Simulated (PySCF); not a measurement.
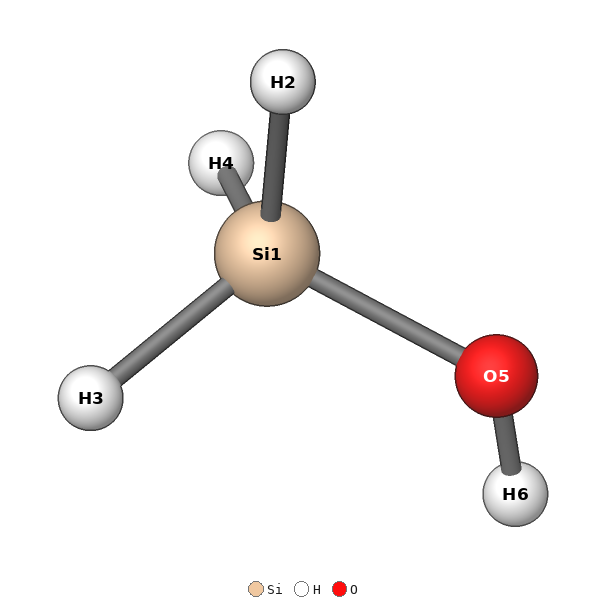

The atoms are numbered. Computed geometry: PBE0-D4/def2-TZVP optimisation. No frequency run is at hand to confirm it as a minimum.

List the bonds and their lengths.

```tsv
bond	length (Å)
Si1–H2	1.480
Si1–H3	1.489
Si1–H4	1.489
Si1–O5	1.648
O5–H6	0.957
```
